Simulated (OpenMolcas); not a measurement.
Multiconfigurational calculation: Co³⁺ complex (part 2 of 2)

The same run, continued: Co³⁺ with 4 ligands (Cl; tetrahedron, 2.24 Å), neutralised by 4 outer point charges of +0.25 e, whose field is part of the energies. Method: state-averaged CASSCF, active space 6 electrons in the shell 3d, basis ANO-RCC-VDZP on the metal and ANO-RCC-VDZP on the ligands, DKH2 scalar Hamiltonian, spin-orbit coupling by RASSI with atomic mean-field integrals (OpenMolcas).

**The program's output (extracts), continued**
```
--- RASSI ---
SPIN-FREE ENERGIES:
  (Shifted by EMIN (a.u.) =      -3235.9157250450)

 SF State       Relative EMIN(au)   Rel lowest level(eV)    D:o, cm**(-1)

     1             0.0000000000        0.0000000000              0.0000
     2             0.0000000000        0.0000000000              0.0000
     3             0.0176328025        0.4798129993           3869.9528
     4             0.0176328025        0.4798129993           3869.9528
     5             0.0176328025        0.4798129993           3869.9528
     6             0.0889805852        2.4212850715          19528.9811
     7             0.0889805852        2.4212850715          19528.9811
     8             0.0889805852        2.4212850715          19528.9811
     9             0.1010729519        2.7503351340          22182.9489
    10             0.1010729519        2.7503351340          22182.9489
    11             0.1029923580        2.8025648350          22604.2098
    12             0.1029923580        2.8025648350          22604.2098
    13             0.1029923580        2.8025648350          22604.2098
    14             0.1047747331        2.8510657321          22995.3959
    15             0.1047747331        2.8510657321          22995.3959
    16             0.1047747331        2.8510657321          22995.3959
    17             0.1145528545        3.1171419696          25141.4455
    18             0.1210846008        3.2948798398          26574.9981
    19             0.1210846008        3.2948798398          26574.9981
    20             0.1210846008        3.2948798398          26574.9981
    21             0.1221573228        3.3240700923          26810.4334
    22             0.1253387825        3.4106420226          27508.6831
    23             0.1253387825        3.4106420226          27508.6831
    24             0.1253387825        3.4106420226          27508.6831
    25             0.1305213996        3.5516682185          28646.1361
    26             0.1305213996        3.5516682185          28646.1361
    27             0.1368974589        3.7251696309          30045.5193
    28             0.1368974589        3.7251696309          30045.5193
    29             0.1368974589        3.7251696309          30045.5193
    51             0.1374261900        3.7395571356          30161.5624
    52             0.1374261900        3.7395571356          30161.5624
    53             0.1377375150        3.7480287203          30229.8903
    54             0.1377375150        3.7480287203          30229.8903
    55             0.1377375150        3.7480287203          30229.8903
    30             0.1480619573        4.0289711082          32495.8435
    31             0.1480619573        4.0289711082          32495.8435
    32             0.1480619573        4.0289711082          32495.8435
    56             0.1491607840        4.0588717058          32737.0081
    57             0.1491607840        4.0588717058          32737.0081
    58             0.1491607840        4.0588717058          32737.0081
Eigenvalues of complex Hamiltonian:
   -----------------------------------
  (Shifted by EMIN (a.u.) =      -3235.9157250450)

 SO State       Relative EMIN(au)   Rel lowest level(eV)    D:o, cm**(-1)

     1            -0.0007386459        0.0000000000              0.0000
     2            -0.0006013658        0.0037355817             30.1295
     3            -0.0006013658        0.0037355816             30.1295
     4            -0.0006013658        0.0037355816             30.1295
     5            -0.0004641768        0.0074686824             60.2390
     6            -0.0004641768        0.0074686824             60.2390
     7            -0.0002825895        0.0124099246            100.0928
     8            -0.0002825895        0.0124099246            100.0928
     9            -0.0002825895        0.0124099246            100.0928
    10            -0.0000948197        0.0175194012            141.3035
    11             0.0158109449        0.4503373069           3632.2153
    12             0.0158109449        0.4503373069           3632.2153
    13             0.0158109449        0.4503373070           3632.2153
    14             0.0170296927        0.4835011247           3899.6996
    15             0.0170296927        0.4835011248           3899.6996
    16             0.0170296927        0.4835011249           3899.6996
    17             0.0171516303        0.4868192136           3926.4618
    18             0.0171516303        0.4868192136           3926.4618
    19             0.0186835724        0.5285054832           4262.6842
    20             0.0186835724        0.5285054832           4262.6842
    21             0.0186835724        0.5285054832           4262.6842
    22             0.0188481311        0.5329833529           4298.8007
    23             0.0188481311        0.5329833527           4298.8006
    24             0.0188481311        0.5329833525           4298.8006
    25             0.0190267586        0.5378440554           4338.0049
    26             0.0884138604        2.4259632834          19566.7135
    27             0.0884821162        2.4278206182          19581.6939
    28             0.0884821162        2.4278206181          19581.6939
    29             0.0884821162        2.4278206183          19581.6939
    30             0.0886338031        2.4319482292          19614.9853
    31             0.0886338031        2.4319482290          19614.9853
    32             0.0886547092        2.4325171112          19619.5736
    33             0.0886547092        2.4325171111          19619.5736
    34             0.0886547091        2.4325171109          19619.5736
    35             0.1004025540        2.7521922560          22197.9276
    36             0.1004025541        2.7521922568          22197.9276
    37             0.1004025540        2.7521922557          22197.9276
    38             0.1008020132        2.7630620935          22285.5987
    39             0.1008020132        2.7630620936          22285.5987
    40             0.1008020132        2.7630620936          22285.5987
    41             0.1008604374        2.7646518968          22298.4213
Weights of the five most important spin-orbit-free states for each spin-orbit state.

 SO State  Total energy (au)           Spin-free states, spin, and weights
 -------------------------------------------------------------------------------------------------------
    1        -0.000739       2 2.0  0.4864    1 2.0  0.4864    5 2.0  0.0084    4 2.0  0.0084    3 2.0  0.0084
    2        -0.000601       2 2.0  0.5783    1 2.0  0.3990    3 2.0  0.0139    5 2.0  0.0039    4 2.0  0.0032
    3        -0.000601       2 2.0  0.5957    1 2.0  0.3816    5 2.0  0.0133    4 2.0  0.0045    3 2.0  0.0031
    4        -0.000601       1 2.0  0.6853    2 2.0  0.2920    4 2.0  0.0132    3 2.0  0.0040    5 2.0  0.0037
    5        -0.000464       1 2.0  0.4910    2 2.0  0.4910    5 2.0  0.0072    3 2.0  0.0066    4 2.0  0.0027
    6        -0.000464       1 2.0  0.4910    2 2.0  0.4910    4 2.0  0.0083    3 2.0  0.0044    5 2.0  0.0038
    7        -0.000283       2 2.0  0.6060    1 2.0  0.3842    5 2.0  0.0044    4 2.0  0.0025    3 2.0  0.0017
    8        -0.000283       1 2.0  0.5043    2 2.0  0.4859    5 2.0  0.0034    4 2.0  0.0032    3 2.0  0.0021
    9        -0.000283       1 2.0  0.5967    2 2.0  0.3935    3 2.0  0.0048    4 2.0  0.0029    5 2.0  0.0009
   10        -0.000095       2 2.0  0.4997    1 2.0  0.4997   40 1.0  0.0001   39 1.0  0.0001   38 1.0  0.0001
   11         0.015811       4 2.0  0.4011    5 2.0  0.2964    3 2.0  0.2947    2 2.0  0.0042    1 2.0  0.0017
   12         0.015811       5 2.0  0.3853    3 2.0  0.3099    4 2.0  0.2970    1 2.0  0.0034    2 2.0  0.0026
```

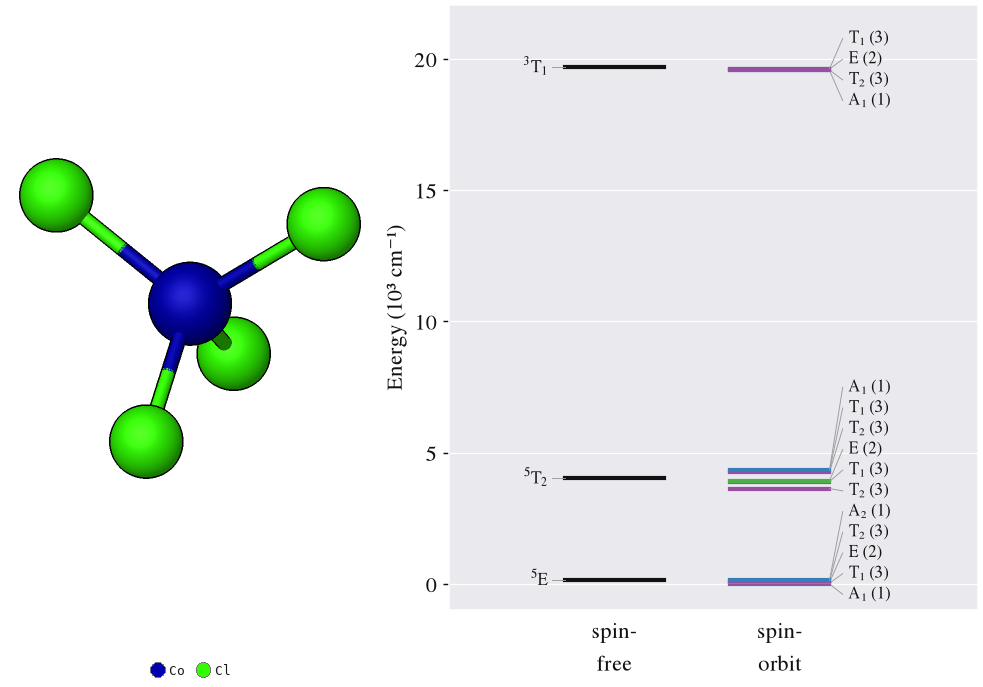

*Co³⁺ (3d⁶) with 4 ligands, Cl⁻, at 2.24 Å (arrangement: tetrahedron, Td), neutralised by outer point charges of +0.25 e, and its levels. Labels give the representation in O, Td, D4 or D3 as the site allows (double group for half-integer spin) where it could be assigned and, in brackets, the degeneracy; spin-free states, where drawn, share the zero of the spin-orbit levels.*

The ground level is A₁, non-degenerate, 100 % from states of spin multiplicity 5. The next level lies at 30 cm⁻¹ (T₁). The lowest spin-free state is ⁵E; of the same spin there follows at 3,870 cm⁻¹ (⁵T₂) above it. The active orbitals hold 89 to 96 % metal character (Löwdin), and the Mulliken charge of the metal is +1.05.

**The input**
```
&GATEWAY
Coord
5

Co 0.0 0.0 0.0
Cl 1.293265 1.293265 1.293265
Cl 1.293265 -1.293265 -1.293265
Cl -1.293265 1.293265 -1.293265
Cl -1.293265 -1.293265 1.293265
Basis=Co.ANO-RCC-VDZP,Cl.ANO-RCC-VDZP
Group=NoSym
NoMove
AngMom=0.0 0.0 0.0
AMFI
RICD
XField
4 Angstrom 0
2.909846 2.909846 2.909846 0.250000
2.909846 -2.909846 -2.909846 0.250000
-2.909846 2.909846 -2.909846 0.250000
-2.909846 -2.909846 2.909846 0.250000
&SEWARD
&RASSCF
FileOrb=start.orb
Symmetry=1
Spin=5
nActEl=6 0 0
Inactive=45
Ras2=5
CIRoot=5 5 1
SDav=5
CIMx=300
Iter=150 100
PrWF=0.3
OrbListing=Nothing
MaxOrb=0
LevShft=1.0
>>> COPY $Project.JobIph JOB001
&RASSCF
FileOrb=start.orb
Symmetry=1
Spin=3
nActEl=6 0 0
Inactive=45
Ras2=5
CIRoot=45 45 1
SDav=45
CIMx=300
Iter=150 100
PrWF=0.3
OrbListing=Nothing
MaxOrb=0
LevShft=1.0
>>> COPY $Project.JobIph JOB002
&RASSCF
FileOrb=start.orb
Symmetry=1
Spin=1
nActEl=6 0 0
Inactive=45
Ras2=5
CIRoot=50 50 1
SDav=50
CIMx=300
Iter=150 100
PrWF=0.3
OrbListing=Nothing
MaxOrb=0
LevShft=1.0
>>> COPY $Project.JobIph JOB003
&RASSI
NrOfJobIphs=3 5 45 50
1 2 3 4 5
1 2 3 4 5 6 7 8 9 10 11 12 13 14 15 16 17 18 19 20 21 22 23 24 25 26 27
28 29 30 31 32 33 34 35 36 37 38 39 40 41 42 43 44 45
1 2 3 4 5 6 7 8 9 10 11 12 13 14 15 16 17 18 19 20 21 22 23 24 25 26 27
28 29 30 31 32 33 34 35 36 37 38 39 40 41 42 43 44 45 46 47 48 49 50
IphNames
JOB001
JOB002
JOB003
EJob
SpinOrbit
DIPRint=1.0
SOCoupling=1000.0
Subsets=2
Property=9
'ANGMOM' 1 'ANGMOM' 2 'ANGMOM' 3 'MLTPL  1' 1 'MLTPL  1' 2 'MLTPL  1' 3
'AMFI' 1 'AMFI' 2 'AMFI' 3
SOProperty=3
'ANGMOM' 1 'ANGMOM' 2 'ANGMOM' 3
```

The file start.orb holds starting orbitals from an earlier step. A driver script formed the levels outside the program, from RASSI's spin-orbit matrix and the active-space energies, averaged over the components of each term or state.

Run as:
```bash
OMP_NUM_THREADS=1 MOLCAS_MEM=2457 MOLCAS_PROJECT=a pymolcas a.inp > a.log  # once for each step of the input, in one work folder
```

**Results in brief**

- outcome: converged
- energy of the lowest spin-free term: −3235.91573 hartree
- energy of the lowest spin-orbit level: −3235.91646 hartree
- largest spread among components of a term: 0.0 cm⁻¹
- hardware: 1 thread of AMD EPYC (Zen 5), 16 GiB of memory available, shared host
- wall time: 39 s

**Notes**

Without dynamic correlation the splittings between terms come out too large, often by 20 to 50 %. Caveats: distances are set from ionic radii, not optimised.
